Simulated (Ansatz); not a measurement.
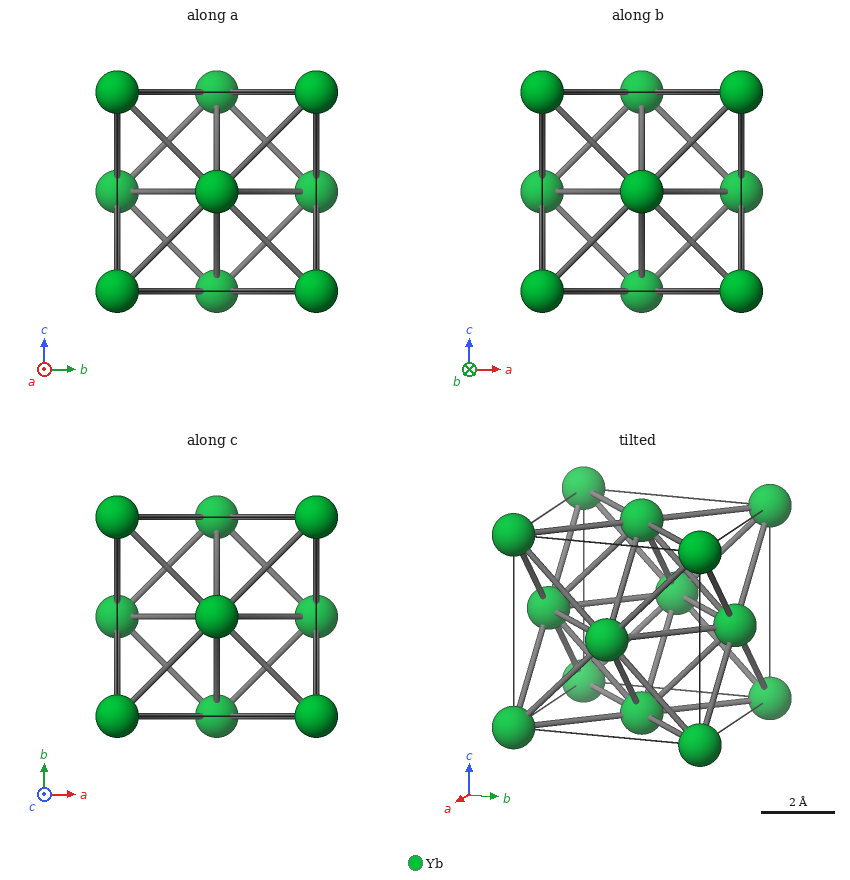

A ball-and-stick rendering, viewed along the a axis, along the b axis, along the c axis and slightly off an axis. The frame is the conventional unit cell; atoms at its boundary are shown with their periodic copies.

Lattice parameters: a = 5.4900 Å, b = 5.4900 Å, c = 5.4900 Å, α = 90.000°, β = 90.000°, γ = 90.000°.

Put the structure into a CIF in P1 with every atom of the cell.

Answer.
```cif
data_structure
_symmetry_space_group_name_H-M 'P 1'
_symmetry_Int_Tables_number 1
_cell_length_a 5.4900
_cell_length_b 5.4900
_cell_length_c 5.4900
_cell_angle_alpha 90.000
_cell_angle_beta 90.000
_cell_angle_gamma 90.000
_cell_volume 165.47
loop_
_atom_site_label
_atom_site_type_symbol
_atom_site_fract_x
_atom_site_fract_y
_atom_site_fract_z
_atom_site_occupancy
Yb1 Yb 0.0000 0.0000 0.0000 1
Yb2 Yb 0.0000 0.5000 0.5000 1
Yb3 Yb 0.5000 0.0000 0.5000 1
Yb4 Yb 0.5000 0.5000 0.0000 1
```

It goes back to the standard structure of this element. Earlier steps of the study may have refined or changed the cell and positions. It was run through Ansatz as a DFT input.
